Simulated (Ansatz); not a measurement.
# CHGeSi: the cost of one run

Method: the settings change from run to run; program: Ansatz 0.2.0, Gaussian basis.

25 further runs of the same task are left out: 11 that didn't finish, 14 set aside as unsound or not needed.

## 1. What is computed

The geometry is a PBE0/def2-TZVP stationary point (not a proven minimum) of the parent state, kept for this charge and spin. No spin-orbit coupling is included. The filled d shell of Ge may be among the frozen orbitals whatever the setting's name suggests; the logs give the count.

4 atoms, charge 0, spin multiplicity 6.

Atoms are counted from 1 here; the program's logs count them from 0.

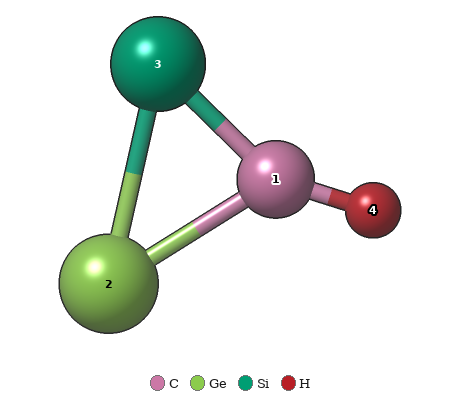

The structure; carbon pink, germanium green, silicon teal, hydrogen red; atoms are numbered from 1 in the order of the file.

Coordinates:

```
C     0.0000   -1.1672   -0.9187
Ge    0.0000    0.0516    0.7771
Si    0.0000    0.4463   -1.5809
H     0.0000   -2.2453   -1.0052
```

## 2. MP2 on UHF/def2-SVP

Contents of in.yaml:

```yaml
crystal:
  periodic: [false, false, false]
  atoms:
    - {symbol: C, position_ang: [0.000000, -1.167235, -0.918730]}
    - {symbol: Ge, position_ang: [0.000000, 0.051595, 0.777104]}
    - {symbol: Si, position_ang: [0.000000, 0.446300, -1.580923]}
    - {symbol: H, position_ang: [0.000000, -2.245258, -1.005219]}
basis:
  gaussian: {orbitals: def2-SVP}
magnetization: {spin_polarized: true, initial_magnetization: 5}
correlation: {method: mp2, electrons: outside_noble_gas}
accuracy: high
output: {forces: true}
```

Command:

```bash
$ ansatz run in.yaml --threads 1 --pin off --events-out ev --progress --plain --max-ram 2393MiB
```

Q: Estimate wall time and peak memory on 1 thread of Intel Xeon Platinum 8488C, shared host.

About 6.5 s, with a peak of 0.25 GiB.
